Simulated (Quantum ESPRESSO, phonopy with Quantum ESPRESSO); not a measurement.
# BAs (F-43m): a volume series of phonon spectra, part 7 of 8

Aim: how the vibrations of BAs shift with volume, and the expansion that follows.

Measurements to reproduce:
- volume expansion coefficient 11.55 1e-6/K near room temperature (given in “Basic Physical Properties of Cubic Boron Arsenide (three times its linear coefficient)”, 2019, arxiv:1911.11281)
- volume expansion coefficient 10.8 1e-6/K near room temperature (given in “Thermal expansion coefficients of high thermal conducting BAs and BP materials (three times its linear coefficient)”, 2019, arxiv:1906.04101)

Quantum ESPRESSO 7.5; DFT PBE, scalar-relativistic, plane waves, GBRV ultrasoft pseudopotentials.

So far. Step 13 (Self-consistent run, V/V0 0.985): The run ends at a pressure of 2.07 GPa. Step 14 (Born charges and dielectric tensor): The Born charges sum to zero within 0.0037 e; the rest is removed before use. Acoustic frequencies in this log differ from zero by the error of the sum rule, which ph.x does not impose.

### Step 16. Phonons, V/V0 0.985

This step: DFT PBE, scalar-relativistic, plane waves, GBRV ultrasoft pseudopotentials (phonopy with Quantum ESPRESSO 4.10.0 / 7.5).

The job ended after 15 min (8 threads of Arm Neoverse V1, shared host; 2 h of CPU time).

Phonopy, LO-TO term from ph.x's tensors. The phonon branches at the labelled points (cm⁻¹):

| point | branch 1 | branch 2 | branch 3 | branch 4 | branch 5 | branch 6 |
| --- | --- | --- | --- | --- | --- | --- |
| Γ | 0 | 0 | 0 | 691 | 691 | 694 |
| X | 188 | 188 | 315 | 612 | 612 | 721 |
| U | 185 | 241 | 286 | 616 | 626 | 707 |
| jump to K | 185 | 241 | 286 | 616 | 626 | 707 |
| Γ | 0 | 0 | 0 | 691 | 691 | 694 |
| L | 138 | 138 | 306 | 660 | 660 | 694 |
| W | 211 | 247 | 270 | 611 | 631 | 701 |
| X | 188 | 188 | 315 | 612 | 612 | 721 |

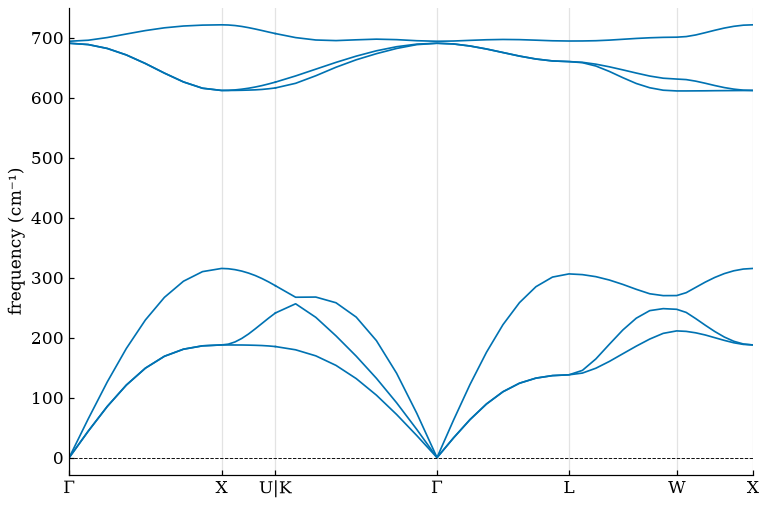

Phonon branches along the path.

No mode is imaginary beyond numerical noise along the path. The highest zone-centre mode (no LO–TO term) moved by +1.5 % for a volume change of -1.5 %.

The time given is that of the 2 pw.x runs on displaced cells behind this step.

### Step 17. Self-consistent run, V/V0 1.03

A tight ground state at this cell gives the energy of this member; its pressure is the stress at this cutoff, which can carry an offset from the finite basis.

This step: DFT PBE, scalar-relativistic, plane waves, GBRV ultrasoft pseudopotentials (Quantum ESPRESSO 7.5).

System of this step: BAs. Symmetry: F-43m, No. 216, cubic system. Conventional cell: a = 4.867 Å, b = 4.867 Å, c = 4.867 Å, α = 90.00°, β = 90.00°, γ = 90.00°. Nearest to B lie 4 As at 2.11 Å. Nearest to As lie 4 B at 2.11 Å. Farther neighbours are not listed.

scf.in reads:

```
&CONTROL
  calculation = 'scf'
  prefix      = 'x'
  outdir      = './tmp'
  pseudo_dir  = './pseudo'
  tprnfor     = .true.
  tstress     = .true.
/
&SYSTEM
  ibrav       = 0
  nat         = 2
  ntyp        = 2
  ecutwfc     = 40.0
  ecutrho     = 240.0
  occupations = 'fixed'
  nbnd        = 6
/
&ELECTRONS
  conv_thr         = 1.0d-12
  mixing_beta      = 0.7
  electron_maxstep = 100
/
ATOMIC_SPECIES
 B      10.8100  B.upf
 As     74.9216  As.upf
CELL_PARAMETERS angstrom
     0.000000000    2.433570539    2.433570539
     2.433570539    0.000000000    2.433570539
     2.433570539    2.433570539    0.000000000
ATOMIC_POSITIONS crystal
 B      0.000000000   0.000000000   0.000000000
 As     0.250000000   0.250000000   0.250000000
K_POINTS automatic
 12 12 12 0 0 0
```

Command:

```sh
> OMP_NUM_THREADS=1 mpirun -n 8 pw.x -nk 8 -in scf.in > scf.out
```

The log of the run:

```text
[banner, memory and clock lines left out]
Program PWSCF v.7.5

     Message from routine setup:
     using ibrav=0 with symmetry is DISCOURAGED, use correct ibrav instead

     G-vector sticks info

     bravais-lattice index     =            0
     lattice parameter (alat)  =       6.5037  a.u.
     unit-cell volume          =     194.5174 (a.u.)^3
     number of atoms/cell      =            2
     number of atomic types    =            2
     number of electrons       =         8.00
[...]
atom    2 type  2   force =    -0.00000000   -0.00000000    0.00000000

     Total force =     0.000000     Total SCF correction =     0.000000

     Computing stress (Cartesian axis) and pressure

          total   stress  (Ry/bohr**3)                   (kbar)     P=      -36.58
[...]
-0.00000000  -0.00024865   0.00000000           -0.00      -36.58        0.00
   0.00000000   0.00000000  -0.00024865            0.00        0.00      -36.58

     XML data file, charge density, pseudopotentials, collected wavefunctions
[key lines of the parts left out:]
!    total energy              =     -46.66647844 Ry
convergence has been achieved in  12 iterations
```

Elapsed: 2.9 s, on 8 MPI ranks.

The run ends at a pressure of -3.66 GPa.

### Step 18. Zone-centre response

In a polar crystal the Born charges and ε∞ give the long-range dipole term that a finite supercell misses. They are those of this k-mesh and were not tested on a denser one; where the gap is small they converge slowly, and the LO modes with them.

ph.in reads:

```
phonons
&INPUTPH
  prefix = 'x'
  outdir = './tmp'
  fildyn = 'x.dyn'
  tr2_ph = 1.0d-18
  epsil  = .true.
/
0.000000000 0.000000000 0.000000000
```

scf.in is that of step 17.

Command:

```sh
> OMP_NUM_THREADS=1 mpirun -n 8 ph.x -nk 8 -in ph.in > ph.out
```

The log of the run:

```text
[banner, memory and clock lines left out]
Program PHONON v.7.5

     ./tmp/x.save/

     IMPORTANT: XC functional enforced from input :
     Exchange-correlation= PBE
                           (   1   4   3   4   0   0   0)
     Any further DFT definition will be discarded
     Please, verify this is what you really want

     G-vector sticks info

     Reading collected, re-writing distributed wavefunctions in ./tmp/

     Number and degeneracy of irreps per q-point
       N         xq(1)         xq(2)         xq(3)   N irreps
[...]
freq (    1) =      -0.109038 [THz] =      -3.637130 [cm-1]
     freq (    2) =      -0.109038 [THz] =      -3.637130 [cm-1]
     freq (    3) =      -0.109038 [THz] =      -3.637130 [cm-1]
     freq (    4) =      19.780751 [THz] =     659.814818 [cm-1]
     freq (    5) =      19.780751 [THz] =     659.814818 [cm-1]
     freq (    6) =      19.780751 [THz] =     659.814818 [cm-1]
 **************************************************************************

     Mode symmetry, T_d (-43m)  point group:

     freq (   1-   3) =         -3.6  [cm-1]   --> T_2  G_15 P_4   I+R
     freq (   4-   6) =        659.8  [cm-1]   --> T_2  G_15 P_4   I+R
```

Run time: 29 s. Hardware: 8 MPI ranks; 3.9 min of CPU time.

ε∞:

```
10.05  0.00  0.00
 0.00 10.05  0.00
 0.00  0.00 10.05
```

The Born charges sum to zero within 0.0057 e; the rest is removed before use. Acoustic frequencies in this log differ from zero by the error of the sum rule, which ph.x does not impose.

### Step 19. A displaced supercell

One atom (for the harmonic constants) or a pair of atoms (for the cubic ones) is moved by a few hundredths of an ångström; the forces on all atoms give a column of force constants. The threshold is tight because the forces are small.

System of this step: BAs. The cell holds 54 atoms: 27 B and 27 As. Its edges and angles: a = 10.325 Å, b = 10.325 Å, c = 10.325 Å, α = 60.0°, β = 60.0°, γ = 60.0°. It derives from BAs, repeated 3×3×3.

disp-00001.in reads:

```
&CONTROL
  calculation = 'scf'
  prefix      = 'x'
  outdir      = './tmp'
  pseudo_dir  = './pseudo'
  tprnfor     = .true.
  disk_io     = 'none'
/
&SYSTEM
  ibrav       = 0
  nat         = 54
  ntyp        = 2
  ecutwfc     = 40.0
  ecutrho     = 240.0
  occupations = 'fixed'
  nbnd        = 110
/
&ELECTRONS
  conv_thr         = 1.0d-11
  mixing_beta      = 0.7
  electron_maxstep = 100
/
ATOMIC_SPECIES
 B      10.8100  B.upf
 As     74.9216  As.upf
CELL_PARAMETERS angstrom
     0.000000000    7.300711618    7.300711618
     7.300711618    0.000000000    7.300711618
     7.300711618    7.300711618    0.000000000
ATOMIC_POSITIONS crystal
 B      0.001937090   0.000000000   0.000000000
 B      0.333333333   0.000000000   0.000000000
 B      0.666666667   0.000000000   0.000000000
 B      0.000000000   0.333333333   0.000000000
 B      0.333333333   0.333333333   0.000000000
 B      0.666666667   0.333333333   0.000000000
 B      0.000000000   0.666666667   0.000000000
 B      0.333333333   0.666666667   0.000000000
 B      0.666666667   0.666666667   0.000000000
 B      0.000000000   0.000000000   0.333333333
 B      0.333333333   0.000000000   0.333333333
 B      0.666666667   0.000000000   0.333333333
 B      0.000000000   0.333333333   0.333333333
 B      0.333333333   0.333333333   0.333333333
 B      0.666666667   0.333333333   0.333333333
 B      0.000000000   0.666666667   0.333333333
 B      0.333333333   0.666666667   0.333333333
 B      0.666666667   0.666666667   0.333333333
 B      0.000000000   0.000000000   0.666666667
 B      0.333333333   0.000000000   0.666666667
 B      0.666666667   0.000000000   0.666666667
 B      0.000000000   0.333333333   0.666666667
 B      0.333333333   0.333333333   0.666666667
 B      0.666666667   0.333333333   0.666666667
 B      0.000000000   0.666666667   0.666666667
 B      0.333333333   0.666666667   0.666666667
 B      0.666666667   0.666666667   0.666666667
 As     0.083333333   0.083333333   0.083333333
 As     0.416666667   0.083333333   0.083333333
 As     0.750000000   0.083333333   0.083333333
 As     0.083333333   0.416666667   0.083333333
 As     0.416666667   0.416666667   0.083333333
 As     0.750000000   0.416666667   0.083333333
 As     0.083333333   0.750000000   0.083333333
 As     0.416666667   0.750000000   0.083333333
 As     0.750000000   0.750000000   0.083333333
 As     0.083333333   0.083333333   0.416666667
 As     0.416666667   0.083333333   0.416666667
 As     0.750000000   0.083333333   0.416666667
 As     0.083333333   0.416666667   0.416666667
 As     0.416666667   0.416666667   0.416666667
 As     0.750000000   0.416666667   0.416666667
 As     0.083333333   0.750000000   0.416666667
 As     0.416666667   0.750000000   0.416666667
 As     0.750000000   0.750000000   0.416666667
 As     0.083333333   0.083333333   0.750000000
 As     0.416666667   0.083333333   0.750000000
 As     0.750000000   0.083333333   0.750000000
 As     0.083333333   0.416666667   0.750000000
 As     0.416666667   0.416666667   0.750000000
 As     0.750000000   0.416666667   0.750000000
 As     0.083333333   0.750000000   0.750000000
 As     0.416666667   0.750000000   0.750000000
 As     0.750000000   0.750000000   0.750000000
K_POINTS automatic
 3 3 3 0 0 0
```

Command:

```sh
> OMP_NUM_THREADS=1 mpirun -n 4 pw.x -nk 4 -in disp-00001.in > disp-00001.out
```

The log of the run:

```text
[banner, memory and clock lines left out]
Program PWSCF v.7.5

     Message from routine setup:
     using ibrav=0 with symmetry is DISCOURAGED, use correct ibrav instead

     G-vector sticks info

     bravais-lattice index     =            0
     lattice parameter (alat)  =      19.5110  a.u.
     unit-cell volume          =    5251.9693 (a.u.)^3
     number of atoms/cell      =           54
     number of atomic types    =            2
     number of electrons       =       216.00
[...]
atom    1 type  1   force =    -0.00028942   -0.00813204   -0.00813204
     atom    2 type  1   force =     0.00021292    0.00025761    0.00025761
     atom    3 type  1   force =    -0.00015862    0.00022892    0.00022892
[...]
atom   53 type  2   force =     0.00007147   -0.00000467   -0.00000467
     atom   54 type  2   force =    -0.00000006   -0.00002364   -0.00002364

     Total force =     0.013528     Total SCF correction =     0.000002
     Message from routine punch:
     Nothing written, as per user request (disk_io='none')
[key lines of the parts left out:]
!    total energy              =   -1259.99279589 Ry
convergence has been achieved in  18 iterations
```

Wall time 16 min (4 MPI ranks); 64 min of CPU time.

### Step 20. Phonons, V/V0 1.03

This step: DFT PBE, scalar-relativistic, plane waves, GBRV ultrasoft pseudopotentials (phonopy with Quantum ESPRESSO 4.10.0 / 7.5).

Run time: 16 min. Hardware: 8 threads; 2.1 h of CPU time.

Phonopy, LO-TO term from ph.x's tensors. The phonon branches at the labelled points (cm⁻¹):

| point | branch 1 | branch 2 | branch 3 | branch 4 | branch 5 | branch 6 |
| --- | --- | --- | --- | --- | --- | --- |
| Γ | 0 | 0 | 0 | 660 | 660 | 662 |
| X | 186 | 186 | 301 | 570 | 570 | 686 |
| U | 184 | 234 | 274 | 577 | 586 | 668 |
| jump to K | 184 | 234 | 274 | 577 | 586 | 668 |
| Γ | 0 | 0 | 0 | 660 | 660 | 662 |
| L | 138 | 138 | 290 | 624 | 624 | 658 |
| W | 206 | 242 | 257 | 569 | 596 | 660 |
| X | 186 | 186 | 301 | 570 | 570 | 686 |

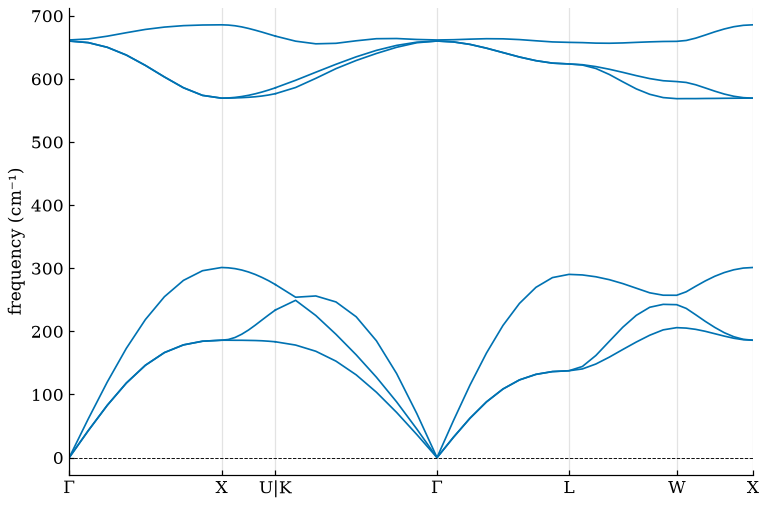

Phonon branches along the path.

No mode is imaginary beyond numerical noise along the path. The highest zone-centre mode (no LO–TO term) moved by -3.0 % for a volume change of +3.0 %.

The time given is that of the 2 pw.x runs on displaced cells behind this step.

### Step 21. Self-consistent run, V/V0 0.97

A tight ground state at this cell gives the energy of this member; its pressure is the stress at this cutoff, which can carry an offset from the finite basis.

This step: DFT PBE, scalar-relativistic, plane waves, GBRV ultrasoft pseudopotentials (Quantum ESPRESSO 7.5).

System of this step: BAs. It takes space group F-43m (No. 216, cubic). Conventional cell: a = 4.771 Å, b = 4.771 Å, c = 4.771 Å, α = 90.00°, β = 90.00°, γ = 90.00°. Nearest to B lie 4 As at 2.07 Å. Nearest to As lie 4 B at 2.07 Å. Farther neighbours are not listed.

scf.in: that of step 18 with these lines changed.

```diff
@@ -26,5 +26,5 @@
 CELL_PARAMETERS angstrom
-     0.000000000    2.433570539    2.433570539
-     2.433570539    0.000000000    2.433570539
-     2.433570539    2.433570539    0.000000000
+     0.000000000    2.385368294    2.385368294
+     2.385368294    0.000000000    2.385368294
+     2.385368294    2.385368294    0.000000000
 ATOMIC_POSITIONS crystal
```

Command:

```sh
> OMP_NUM_THREADS=1 mpirun -n 8 pw.x -nk 8 -in scf.in > scf.out
```

The log of the run:

```text
[banner, memory and clock lines left out]
Program PWSCF v.7.5

     Message from routine setup:
     using ibrav=0 with symmetry is DISCOURAGED, use correct ibrav instead

     G-vector sticks info

     bravais-lattice index     =            0
     lattice parameter (alat)  =       6.3748  a.u.
     unit-cell volume          =     183.1863 (a.u.)^3
     number of atoms/cell      =            2
     number of atomic types    =            2
     number of electrons       =         8.00
[...]
atom    2 type  2   force =     0.00000000    0.00000000   -0.00000000

     Total force =     0.000000     Total SCF correction =     0.000000

     Computing stress (Cartesian axis) and pressure

          total   stress  (Ry/bohr**3)                   (kbar)     P=       42.90
[...]
0.00000000   0.00029164  -0.00000000            0.00       42.90       -0.00
  -0.00000000  -0.00000000   0.00029164           -0.00       -0.00       42.90

     XML data file, charge density, pseudopotentials, collected wavefunctions
[key lines of the parts left out:]
!    total energy              =     -46.66635688 Ry
convergence has been achieved in  12 iterations
```

Run time: 2.2 s. Hardware: 8 MPI ranks; 17 s of CPU time.

The run ends at a pressure of 4.29 GPa.

### Step 22. Born charges and dielectric tensor

In a polar crystal the Born charges and ε∞ give the long-range dipole term that a finite supercell misses. They are those of this k-mesh and were not tested on a denser one; where the gap is small they converge slowly, and the LO modes with them.

ph.in is that of step 18.

scf.in is that of step 21.

Command:

```sh
> OMP_NUM_THREADS=1 mpirun -n 8 ph.x -nk 8 -in ph.in > ph.out
```

The log of the run:

```text
[banner, memory and clock lines left out]
Program PHONON v.7.5

     ./tmp/x.save/

     IMPORTANT: XC functional enforced from input :
     Exchange-correlation= PBE
                           (   1   4   3   4   0   0   0)
     Any further DFT definition will be discarded
     Please, verify this is what you really want

     G-vector sticks info

     Reading collected, re-writing distributed wavefunctions in ./tmp/

     Number and degeneracy of irreps per q-point
       N         xq(1)         xq(2)         xq(3)   N irreps
[...]
freq (    1) =       0.317147 [THz] =      10.578886 [cm-1]
     freq (    2) =       0.317147 [THz] =      10.578886 [cm-1]
     freq (    3) =       0.317147 [THz] =      10.578886 [cm-1]
     freq (    4) =      21.032114 [THz] =     701.555810 [cm-1]
     freq (    5) =      21.032114 [THz] =     701.555810 [cm-1]
     freq (    6) =      21.032114 [THz] =     701.555810 [cm-1]
 **************************************************************************

     Mode symmetry, T_d (-43m)  point group:

     freq (   1-   3) =         10.6  [cm-1]   --> T_2  G_15 P_4   I+R
     freq (   4-   6) =        701.6  [cm-1]   --> T_2  G_15 P_4   I+R
```

Wall time 20 s (8 MPI ranks).

The Born charges sum to zero within 0.0036 e; the rest is removed before use. Acoustic frequencies in this log differ from zero by the error of the sum rule, which ph.x does not impose.

### Step 23. A displaced supercell

One atom (for the harmonic constants) or a pair of atoms (for the cubic ones) is moved by a few hundredths of an ångström; the forces on all atoms give a column of force constants. The threshold is tight because the forces are small.

System of this step: BAs. The cell holds 54 atoms: 27 B and 27 As. Its edges and angles: a = 10.120 Å, b = 10.120 Å, c = 10.120 Å, α = 60.0°, β = 60.0°, γ = 60.0°. It derives from BAs, repeated 3×3×3.

disp-00001.in: that of step 19 with these lines changed.

```diff
@@ -26,7 +26,7 @@
 CELL_PARAMETERS angstrom
-     0.000000000    7.300711618    7.300711618
-     7.300711618    0.000000000    7.300711618
-     7.300711618    7.300711618    0.000000000
+     0.000000000    7.156104882    7.156104882
+     7.156104882    0.000000000    7.156104882
+     7.156104882    7.156104882    0.000000000
 ATOMIC_POSITIONS crystal
- B      0.001937090   0.000000000   0.000000000
+ B      0.001976234   0.000000000   0.000000000
  B      0.333333333   0.000000000   0.000000000
```

Command:

```sh
> OMP_NUM_THREADS=1 mpirun -n 4 pw.x -nk 4 -in disp-00001.in > disp-00001.out
```

The log of the run:

```text
[banner, memory and clock lines left out]
Program PWSCF v.7.5

     Message from routine setup:
     using ibrav=0 with symmetry is DISCOURAGED, use correct ibrav instead

     G-vector sticks info

     bravais-lattice index     =            0
     lattice parameter (alat)  =      19.1245  a.u.
     unit-cell volume          =    4946.0293 (a.u.)^3
     number of atoms/cell      =           54
     number of atomic types    =            2
     number of electrons       =       216.00
[...]
atom    1 type  1   force =    -0.00035253   -0.00944131   -0.00944131
     atom    2 type  1   force =     0.00022200    0.00030368    0.00030368
     atom    3 type  1   force =    -0.00021810    0.00028890    0.00028890
[...]
atom   53 type  2   force =     0.00007939   -0.00001038   -0.00001038
     atom   54 type  2   force =    -0.00000002   -0.00002402   -0.00002402

     Total force =     0.015805     Total SCF correction =     0.000001
     Message from routine punch:
     Nothing written, as per user request (disk_io='none')
[key lines of the parts left out:]
!    total energy              =   -1259.98954192 Ry
convergence has been achieved in  18 iterations
```

The job ended after 14 min (4 MPI ranks; 57 min of CPU time).

### Step 24. Lattice dynamics at this volume, V/V0 0.97

This step: DFT PBE, scalar-relativistic, plane waves, GBRV ultrasoft pseudopotentials (phonopy with Quantum ESPRESSO 4.10.0 / 7.5).

The job ended after 14 min (8 threads; 1.9 h of CPU time).

No mode is imaginary beyond numerical noise along the path. The highest zone-centre mode (no LO–TO term) moved by +3.1 % for a volume change of -3.0 %.

The time given is that of the 2 pw.x runs on displaced cells behind this step.

### Step 25. Ground state at this cell, V/V0 1.05

A tight ground state at this cell gives the energy of this member; its pressure is the stress at this cutoff, which can carry an offset from the finite basis.

This step: DFT PBE, scalar-relativistic, plane waves, GBRV ultrasoft pseudopotentials (Quantum ESPRESSO 7.5).

System of this step: BAs. The structure is cubic, space group F-43m (No. 216). Conventional cell: a = 4.898 Å, b = 4.898 Å, c = 4.898 Å, α = 90.00°, β = 90.00°, γ = 90.00°. B has 4 As at 2.12 Å nearest. Nearest to As lie 4 B at 2.12 Å. Farther neighbours are not listed.

scf.in: that of step 22 with these lines changed.

```diff
@@ -26,5 +26,5 @@
 CELL_PARAMETERS angstrom
-     0.000000000    2.385368294    2.385368294
-     2.385368294    0.000000000    2.385368294
-     2.385368294    2.385368294    0.000000000
+     0.000000000    2.449220941    2.449220941
+     2.449220941    0.000000000    2.449220941
+     2.449220941    2.449220941    0.000000000
 ATOMIC_POSITIONS crystal
```

Command:

```sh
> OMP_NUM_THREADS=1 mpirun -n 8 pw.x -nk 8 -in scf.in > scf.out
```

The log of the run:

```text
[banner, memory and clock lines left out]
Program PWSCF v.7.5

     Message from routine setup:
     using ibrav=0 with symmetry is DISCOURAGED, use correct ibrav instead

     G-vector sticks info

     bravais-lattice index     =            0
     lattice parameter (alat)  =       6.5455  a.u.
     unit-cell volume          =     198.2944 (a.u.)^3
     number of atoms/cell      =            2
     number of atomic types    =            2
     number of electrons       =         8.00
[...]
atom    2 type  2   force =     0.00000000    0.00000000   -0.00000000

     Total force =     0.000000     Total SCF correction =     0.000000

     Computing stress (Cartesian axis) and pressure

          total   stress  (Ry/bohr**3)                   (kbar)     P=      -58.02
[...]
-0.00000000  -0.00039440   0.00000000           -0.00      -58.02        0.00
   0.00000000   0.00000000  -0.00039440            0.00        0.00      -58.02

     XML data file, charge density, pseudopotentials, collected wavefunctions
[key lines of the parts left out:]
!    total energy              =     -46.66527006 Ry
convergence has been achieved in  11 iterations
```

Elapsed: 2.7 s, on 8 MPI ranks.

The run ends at a pressure of -5.80 GPa.

(Part 7 of 8 ends here.)

[Logs are printed without paths, hosts, clocks, repeated set-up lines and the standing remarks that a program may print on its own settings, such as how far it seeks lower states.]

[Hosts, paths, dates, database ids (printed as entryN), source tags and the programs' standing remarks are cut or masked in the printed files.]

[A step with changed settings may run another functional than the one named; its input shows which.]

[Of the runs on displaced cells, only some may be shown.]
